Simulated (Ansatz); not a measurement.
# Si(OMe)2 (C₂H₆O₂Si): single points with varied inputs

How do the results and run time of Si(OMe)2 (C₂H₆O₂Si) respond when the settings are drawn wide?

The runs use Ansatz 0.2.0, Gaussian basis; the settings change from run to run.

## 1. The molecule

The geometry comes from an earlier relaxation with PBE-D4/def2-SVP; it is a stationary point, not always the lowest conformer.

11 atoms, charge 0, spin multiplicity 1.

Atoms are counted from 1 here; the program's logs count them from 0.

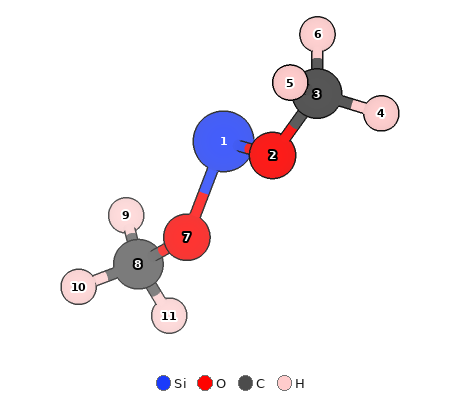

The structure; silicon blue, oxygen red, carbon dark grey, hydrogen pink; atoms are numbered from 1 in the order of the file.

## 2. r2SCANh/6-31++G**

This run has the search for lower states set to off.

Input file in.yaml:

```yaml
crystal:
  periodic: [false, false, false]
  atoms:
    - {symbol: Si, position_ang: [0.019705, 0.561479, -0.439163]}
    - {symbol: O, position_ang: [1.249888, -0.362889, 0.253640]}
    - {symbol: C, position_ang: [2.628047, -0.126344, 0.040232]}
    - {symbol: H, position_ang: [3.104083, -1.033874, -0.389435]}
    - {symbol: H, position_ang: [3.128253, 0.093701, 1.007909]}
    - {symbol: H, position_ang: [2.824708, 0.726835, -0.651525]}
    - {symbol: O, position_ang: [-1.272462, -0.280692, 0.245447]}
    - {symbol: C, position_ang: [-2.630909, 0.045036, 0.023487]}
    - {symbol: H, position_ang: [-2.766556, 0.925515, -0.648466]}
    - {symbol: H, position_ang: [-3.127465, 0.271720, 0.991524]}
    - {symbol: H, position_ang: [-3.157271, -0.820477, -0.433651]}
basis:
  gaussian: {orbitals: "6-31++G**"}
hamiltonian: {xc: {name: r2SCANh}}
scf: {lower_state_search: off}
output: {forces: true}
```

On the command line:

```
$ ansatz run in.yaml --threads 4 --pin off --events-out ev --progress --plain --max-ram 3916MiB
```

Output:

```text
Functional definition: r2SCANh
  name "r2SCANh"
  cite "Bursch, Neugebauer, Ehlert & Grimme, J. Chem. Phys. 156, 134105 (2022) doi:10.1063/5.0086040"
  cite "Furness, Kaplan, Ning, Perdew & Sun, J. Phys. Chem. Lett. 11, 8208 (2020) doi:10.1021/acs.jpclett.0c02405"
  cite "Furness, Kaplan, Ning, Perdew & Sun, J. Phys. Chem. Lett. 11, 9248 (2020) doi:10.1021/acs.jpclett.0c03077"
  parent r2scan
  parameter a = 0.1
  parameter k0 = 0.174
  parameter k1 = 0.065
  parameter a1 = 4.9479
  exchange = (1 - a)*r2scan_x(k0 = k0, k1 = k1, a1 = a1) + a*exact_x
  correlation = r2scan_c
these checks for a lower state are left out or cut short: stability, starts, cluster_reference, orbital_swaps, neighbouring_geometries, increment
1201 factors; integrals over basis functions are off by at most 1.1e-3 eV
mean field evaluation 1: about -14127.1811 eV, gradient 7.6e1 eV
mean field evaluation 2: about -14088.2467 eV, gradient 1.5e2 eV
mean field evaluation 4: about -14139.2536 eV, gradient 8.2e0 eV
mean field evaluation 8: about -14139.4798 eV, gradient 4.4e-1 eV
mean field evaluation 16: about -14139.4803 eV, gradient 2.3e-5 eV
mean field -14139.48029722 eV, -519.6163168390 hartree, gradient 5.9e-6 eV, S^2 0.000000; 0 other end points of the search recorded, 0 dependent functions left out
the calculation of the forces begins
reference -14139.48032938 eV, -519.6163180208 hartree; 24, 24 occupied and 111, 111 virtual orbitals, 1201 factors
Total energy: -14139.48032938 eV, -519.6163180208 hartree
Atom 0 at     0.019705     0.561479    -0.439163 Å, force    -0.022451    -0.654395     0.508968 eV/Å
Atom 1 at     1.249888    -0.362889     0.253640 Å, force    -0.427315     0.315912    -0.234911 eV/Å
Atom 2 at     2.628047    -0.126344     0.040232 Å, force     0.759660     0.122355    -0.111307 eV/Å
Atom 3 at     3.104083    -1.033874    -0.389435 Å, force    -0.340178     0.430353     0.209987 eV/Å
Atom 4 at     3.128253     0.093701     1.007909 Å, force    -0.350390    -0.110524    -0.456667 eV/Å
Atom 5 at     2.824708     0.726835    -0.651525 Å, force    -0.172241    -0.412778     0.336783 eV/Å
Atom 6 at    -1.272462    -0.280692     0.245447 Å, force     0.448398     0.285411    -0.231910 eV/Å
Atom 7 at    -2.630909     0.045036     0.023487 Å, force    -0.750771     0.171225    -0.115856 eV/Å
Atom 8 at    -2.766556     0.925515    -0.648466 Å, force     0.141389    -0.432046     0.327659 eV/Å
Atom 9 at    -3.127465     0.271720     0.991524 Å, force     0.349654    -0.119419    -0.458721 eV/Å
Atom 10 at    -3.157271    -0.820477    -0.433651 Å, force     0.364244     0.403907     0.225974 eV/Å
Dipole moment:     0.006268     0.179033    -0.138753 e Å
Checks for a lower state left out: stability, starts, cluster_reference, orbital_swaps, neighbouring_geometries, increment
```

Run time: 2.6 s. Hardware: 4 threads of Arm Neoverse V1, shared host.

Largest force 0.829 eV/Å, dipole 1.09 D.

## 3. SPW92/6-31++G**

This run has charge -1, multiplicity 2, restricted open-shell orbitals, coordinates scaled by 0.96, high accuracy.

Input file in.yaml:

```yaml
crystal:
  periodic: [false, false, false]
  atoms:
    - {symbol: Si, position_ang: [0.018917, 0.539020, -0.421596]}
    - {symbol: O, position_ang: [1.199892, -0.348374, 0.243494]}
    - {symbol: C, position_ang: [2.522925, -0.121290, 0.038623]}
    - {symbol: H, position_ang: [2.979919, -0.992519, -0.373858]}
    - {symbol: H, position_ang: [3.003123, 0.089953, 0.967593]}
    - {symbol: H, position_ang: [2.711720, 0.697761, -0.625464]}
    - {symbol: O, position_ang: [-1.221564, -0.269464, 0.235629]}
    - {symbol: C, position_ang: [-2.525673, 0.043234, 0.022547]}
    - {symbol: H, position_ang: [-2.655894, 0.888494, -0.622527]}
    - {symbol: H, position_ang: [-3.002367, 0.260851, 0.951863]}
    - {symbol: H, position_ang: [-3.030980, -0.787658, -0.416305]}
basis:
  gaussian: {orbitals: "6-31++G**"}
total_charge: -1
magnetization: {spin_polarized: false, initial_magnetization: 1}
hamiltonian: {xc: {name: SPW92}}
accuracy: high
scf: {omitted_lower_state_checks: [starts]}
output: {forces: true}
```

The command is unchanged.

Output:

```text
Functional definition: SPW92
  name "SPW92"
  cite "Dirac, Proc. Camb. Phil. Soc. 26, 376 (1930) doi:10.1017/S0305004100016108"
  cite "Slater, Phys. Rev. 81, 385 (1951) doi:10.1103/PhysRev.81.385"
  cite "Perdew & Wang, Phys. Rev. B 45, 13244 (1992) doi:10.1103/PhysRevB.45.13244"
  exchange = slater_x
  correlation = pw_c
these checks for a lower state are left out or cut short: starts
2900 factors; integrals over basis functions are off by at most 3.3e-9 eV
mean field evaluation 1: about -14053.8928 eV, gradient 5.9e1 eV
mean field evaluation 2: about -14053.8908 eV, gradient 5.9e1 eV
mean field evaluation 4: about -14060.4362 eV, gradient 3.0e1 eV
mean field evaluation 8: about -14061.6835 eV, gradient 8.7e0 eV
mean field evaluation 16: about -14062.3530 eV, gradient 9.7e-2 eV
mean field -14062.36962947 eV, -516.7825520666 hartree, gradient 3.5e-8 eV, S^2 0.750000; 0 other end points of the search recorded, 0 dependent functions left out
the calculation of the forces begins
reference -14062.36963300 eV, -516.7825521963 hartree; 25, 24 occupied and 110, 111 virtual orbitals, 2900 factors
Total energy: -14062.36963300 eV, -516.7825521963 hartree
Atom 0 at     0.018917     0.539020    -0.421596 Å, force     0.095553     2.666727    -2.078460 eV/Å
Atom 1 at     1.199892    -0.348374     0.243494 Å, force     0.232799    -1.690435     1.091033 eV/Å
Atom 2 at     2.522925    -0.121290     0.038623 Å, force    -0.307753    -0.164213     0.064587 eV/Å
Atom 3 at     2.979919    -0.992519    -0.373858 Å, force     0.760041    -1.228252    -0.621295 eV/Å
Atom 4 at     3.003123     0.089953     0.967593 Å, force     0.864243     0.421780     1.356513 eV/Å
Atom 5 at     2.711720     0.697761    -0.625464 Å, force     0.284951     1.214814    -0.913679 eV/Å
Atom 6 at    -1.221564    -0.269464     0.235629 Å, force    -0.346435    -1.463018     1.361461 eV/Å
Atom 7 at    -2.525673     0.043234     0.022547 Å, force     0.297002    -0.116565     0.155164 eV/Å
Atom 8 at    -2.655894     0.888494    -0.622527 Å, force    -0.201623     1.184566    -0.974302 eV/Å
Atom 9 at    -3.002367     0.260851     0.951863 Å, force    -0.785279     0.350820     1.313559 eV/Å
Atom 10 at    -3.030980    -0.787658    -0.416305 Å, force    -0.893498    -1.176224    -0.754580 eV/Å
Dipole moment:    -0.012971    -0.198236     0.146461 e Å
Checks for a lower state left out: starts
```

Wall time 7.5 s (4 threads of Arm Neoverse V1, shared host).

Largest force 3.382 eV/Å.

## 4. B3LYP5/6-31G

Options: coordinates scaled by 1.05, a grid of angular degree 11.

Input file in.yaml:

```yaml
crystal:
  periodic: [false, false, false]
  atoms:
    - {symbol: Si, position_ang: [0.020691, 0.589553, -0.461121]}
    - {symbol: O, position_ang: [1.312382, -0.381034, 0.266322]}
    - {symbol: C, position_ang: [2.759449, -0.132661, 0.042244]}
    - {symbol: H, position_ang: [3.259287, -1.085568, -0.408907]}
    - {symbol: H, position_ang: [3.284666, 0.098386, 1.058305]}
    - {symbol: H, position_ang: [2.965943, 0.763176, -0.684101]}
    - {symbol: O, position_ang: [-1.336086, -0.294726, 0.257719]}
    - {symbol: C, position_ang: [-2.762455, 0.047288, 0.024661]}
    - {symbol: H, position_ang: [-2.904884, 0.971791, -0.680889]}
    - {symbol: H, position_ang: [-3.283839, 0.285306, 1.041100]}
    - {symbol: H, position_ang: [-3.315135, -0.861501, -0.455333]}
basis:
  gaussian: {orbitals: 6-31G, final_grid: {core_spheres: 5, valence_spheres: 4, degree: 11}}
hamiltonian: {xc: {name: B3LYP5}}
output: {forces: true}
```

The command is unchanged.

Output:

```text
Functional definition: B3LYP5
  name "B3LYP5"
  cite "Stephens, Devlin, Chabalowski & Frisch, J. Phys. Chem. 98, 11623 (1994) doi:10.1021/j100096a001"
  cite "Becke, Phys. Rev. A 38, 3098 (1988) doi:10.1103/PhysRevA.38.3098"
  cite "Lee, Yang & Parr, Phys. Rev. B 37, 785 (1988) doi:10.1103/PhysRevB.37.785"
  cite "Vosko, Wilk & Nusair, Can. J. Phys. 58, 1200 (1980) doi:10.1139/p80-159"
  parameter a0 = 0.2
  parameter ax = 0.72
  parameter ac = 0.81
  exchange = (1 - a0 - ax)*slater_x + ax*b88_x + a0*exact_x
  correlation = (1 - ac)*vwn5_c + ac*lyp_c
736 factors; integrals over basis functions are off by at most 2.1e-4 eV
mean field evaluation 1: about -14127.1404 eV, gradient 6.5e1 eV
mean field evaluation 2: about -14087.4866 eV, gradient 1.5e2 eV
mean field evaluation 4: about -14135.7704 eV, gradient 7.5e0 eV
mean field evaluation 8: about -14136.0669 eV, gradient 1.8e-1 eV
mean field evaluation 16: about -14136.0670 eV, gradient 7.0e-5 eV
mean field -14136.06704851 eV, -519.4908822624 hartree, gradient 5.2e-6 eV, S^2 0.000000; 0 other end points of the search recorded, 0 dependent functions left out
the calculation of the forces begins
reference -14136.06732928 eV, -519.4908925803 hartree; 24, 24 occupied and 37, 37 virtual orbitals, 736 factors
Total energy: -14136.06732928 eV, -519.4908925803 hartree
Atom 0 at     0.020691     0.589553    -0.461121 Å, force    -0.024060    -0.696318     0.543762 eV/Å
Atom 1 at     1.312382    -0.381034     0.266322 Å, force     0.629638     0.463539    -0.367507 eV/Å
Atom 2 at     2.759449    -0.132661     0.042244 Å, force     1.166232     0.158152    -0.145301 eV/Å
Atom 3 at     3.259287    -1.085568    -0.408907 Å, force    -0.994360     1.618190     0.752643 eV/Å
Atom 4 at     3.284666     0.098386     1.058305 Å, force    -1.027117    -0.377418    -1.716697 eV/Å
Atom 5 at     2.965943     0.763176    -0.684101 Å, force    -0.469548    -1.488457     1.205774 eV/Å
Atom 6 at    -1.336086    -0.294726     0.257719 Å, force    -0.595985     0.497199    -0.376842 eV/Å
Atom 7 at    -2.762455     0.047288     0.024661 Å, force    -1.153279     0.231007    -0.154757 eV/Å
Atom 8 at    -2.904884     0.971791    -0.680889 Å, force     0.361867    -1.541949     1.175798 eV/Å
Atom 9 at    -3.283839     0.285306     1.041100 Å, force     1.028124    -0.398361    -1.719325 eV/Å
Atom 10 at    -3.315135    -0.861501    -0.455333 Å, force     1.078488     1.534415     0.802453 eV/Å
Dipole moment:     0.012009     0.342755    -0.266225 e Å
```

It took 0.55 s on 4 threads of Arm Neoverse V1, shared host.

Largest force 2.043 eV/Å, dipole 2.09 D.

## 5. rPW86-PBE/def2-TZVP

Set apart from the defaults: charge -1, multiplicity 2, a grid of angular degree 23, the search for lower states set to off.

Input file in.yaml:

```yaml
crystal:
  periodic: [false, false, false]
  atoms:
    - {symbol: Si, position_ang: [0.019705, 0.561479, -0.439163]}
    - {symbol: O, position_ang: [1.249888, -0.362889, 0.253640]}
    - {symbol: C, position_ang: [2.628047, -0.126344, 0.040232]}
    - {symbol: H, position_ang: [3.104083, -1.033874, -0.389435]}
    - {symbol: H, position_ang: [3.128253, 0.093701, 1.007909]}
    - {symbol: H, position_ang: [2.824708, 0.726835, -0.651525]}
    - {symbol: O, position_ang: [-1.272462, -0.280692, 0.245447]}
    - {symbol: C, position_ang: [-2.630909, 0.045036, 0.023487]}
    - {symbol: H, position_ang: [-2.766556, 0.925515, -0.648466]}
    - {symbol: H, position_ang: [-3.127465, 0.271720, 0.991524]}
    - {symbol: H, position_ang: [-3.157271, -0.820477, -0.433651]}
basis:
  gaussian: {orbitals: def2-TZVP, final_grid: {core_spheres: 8, valence_spheres: 7, degree: 23}}
total_charge: -1
magnetization: {spin_polarized: true, initial_magnetization: 1}
hamiltonian: {xc: {name: rPW86-PBE}}
scf: {lower_state_search: off}
output: {forces: true}
```

Same command.

Output:

```text
Functional definition: rPW86-PBE
  name "rPW86-PBE"
  cite "Murray, Lee & Langreth, J. Chem. Theory Comput. 5, 2754 (2009) doi:10.1021/ct900365q"
  cite "Perdew, Burke & Ernzerhof, Phys. Rev. Lett. 77, 3865 (1996) doi:10.1103/PhysRevLett.77.3865"
  parent pbe
  exchange = rpw86_x
  correlation = pbe_c
these checks for a lower state are left out or cut short: stability, starts, cluster_reference, orbital_swaps, neighbouring_geometries, increment
1178 factors; their error is unknown
mean field evaluation 1: about -14161.1257 eV, gradient 3.8e1 eV
mean field evaluation 2: about -14148.0162 eV, gradient 6.8e1 eV
mean field evaluation 4: about -14167.2804 eV, gradient 4.5e0 eV
mean field evaluation 8: about -14167.3344 eV, gradient 3.1e-1 eV
mean field evaluation 16: about -14167.3347 eV, gradient 3.6e-3 eV
mean field -14167.33467602 eV, -520.6399463792 hartree, gradient 3.7e-6 eV, S^2 0.756341; 0 other end points of the search recorded, 0 dependent functions left out
the calculation of the forces begins
reference -14167.33477187 eV, -520.6399499018 hartree; 25, 24 occupied and 172, 173 virtual orbitals, 1178 factors
Total energy: -14167.33477187 eV, -520.6399499018 hartree
Atom 0 at     0.019705     0.561479    -0.439163 Å, force     0.076127     2.151846    -1.675275 eV/Å
Atom 1 at     1.249888    -0.362889     0.253640 Å, force     1.482438    -1.065728     0.791536 eV/Å
Atom 2 at     2.628047    -0.126344     0.040232 Å, force    -0.452735    -0.049042     0.051376 eV/Å
Atom 3 at     3.104083    -1.033874    -0.389435 Å, force    -0.008594     0.186462     0.030610 eV/Å
Atom 4 at     3.128253     0.093701     1.007909 Å, force    -0.009848     0.012441    -0.186760 eV/Å
Atom 5 at     2.824708     0.726835    -0.651525 Å, force    -0.067151    -0.192103     0.153512 eV/Å
Atom 6 at    -1.272462    -0.280692     0.245447 Å, force    -1.553987    -0.965083     0.786408 eV/Å
Atom 7 at    -2.630909     0.045036     0.023487 Å, force     0.447149    -0.080883     0.051421 eV/Å
Atom 8 at    -2.766556     0.925515    -0.648466 Å, force     0.052339    -0.198234     0.152475 eV/Å
Atom 9 at    -3.127465     0.271720     0.991524 Å, force     0.014617     0.014462    -0.189421 eV/Å
Atom 10 at    -3.157271    -0.820477    -0.433651 Å, force     0.019645     0.185862     0.034118 eV/Å
Dipole moment:    -0.010878    -0.309560     0.241060 e Å
Checks for a lower state left out: stability, starts, cluster_reference, orbital_swaps, neighbouring_geometries, increment
```

Wall time 1.7 s (4 threads of Arm Neoverse V1, shared host).

Largest force 2.728 eV/Å, ⟨S²⟩ 0.756.

## 6. The runs in one table

| level | charge | multiplicity | geometry | functions | energy (eV) | time |
| --- | --- | --- | --- | --- | --- | --- |
| r2SCANh/6-31++G** | 0 | 1 | relaxed | 135 | -14139.480 | 2.6 s |
| SPW92/6-31++G** | -1 | 2 | scaled | 135 | -14062.370 | 7.5 s |
| B3LYP5/6-31G | 0 | 1 | scaled | 61 | -14136.067 | 0.55 s |
| rPW86-PBE/def2-TZVP | -1 | 2 | relaxed | 197 | -14167.335 | 1.7 s |

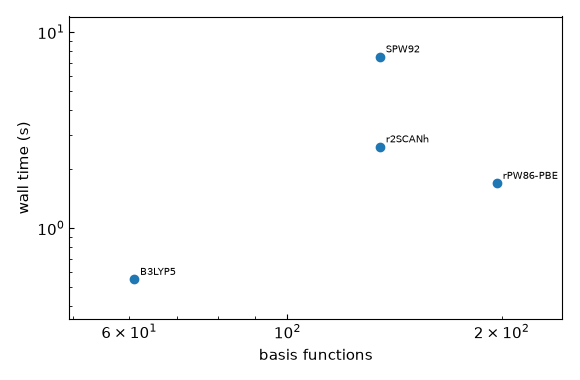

Wall time against the number of basis functions (shared host).

## 7. Results

| quantity | value |
| --- | --- |
| runs | 4 |
| quickest | B3LYP5/6-31G, 0.55 s |
| slowest | SPW92/6-31++G**, 7.5 s |

In words: The runs differ in state or geometry as well as level, so their energies can't be set against each other. SPW92/6-31++G** took 14 times as long as B3LYP5/6-31G. The jobs differ in tasks and options as well as level. At the PBE-D4/def2-SVP geometry and in the same state, the sound runs without point charges leave forces up to 0.83 eV/Å (r2SCANh/6-31++G**), against 2.0 eV/Å where the atoms were moved.
